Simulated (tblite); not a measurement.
# C6H13FGe: the cost of one run

Programs: tblite 0.8.0 and PySCF 2.14.0, with density-fitted response routines of our own. Each step states its level of theory. These are calculated values for one molecule, in the gas phase or a continuum, unless marked as measured. Atoms count from 0, in the outputs and in this text.

**1. The starting structure**

21 atoms, charge 0, multiplicity 1; geometry from: force field or distance geometry start.

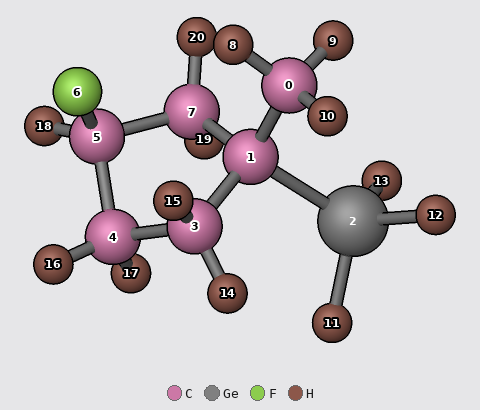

As it starts; carbon pink, germanium grey, fluorine green, hydrogen brown, atoms numbered; sticks join atoms by distance.

**2. Geometry optimisation with GFN2-xTB**

What the job is given:

```
{"job": {"kind": "relax", "xc": "GFN2-xTB", "basis": "xTB"}, "charge": 0, "multiplicity": 1}
C      0.709400     1.735300    -0.113700
C      0.393200     0.272400    -0.044400
Ge     2.101900    -0.673800    -0.091500
C     -0.296100    -0.139500     1.225400
C     -1.387400    -1.076200     0.718300
C     -1.850500    -0.249900    -0.488100
F     -2.333100     0.960900    -0.036700
C     -0.502100    -0.066900    -1.188100
H     -0.239300     2.299200    -0.156900
H      1.275200     1.929700    -1.045300
H      1.281800     2.051100     0.765700
H      2.068700    -1.951900     0.780200
H      3.214300     0.238500     0.479700
H      2.514700    -1.071600    -1.529700
H      0.347200    -0.730900     1.903700
H     -0.741300     0.742100     1.735400
H     -2.218400    -1.190100     1.420000
H     -0.965100    -2.043600     0.360400
H     -2.586600    -0.769700    -1.098400
H     -0.178600    -1.001500    -1.678800
H     -0.616900     0.753300    -1.917800
```

Command:

```
$ OMP_NUM_THREADS=1 python probes_run.py task.json out
```

This one command runs all jobs of the session in turn.

**Question.** How long does this first job take on 1 thread of Intel Xeon at 2.50GHz, shared host?

About 3.8 s.
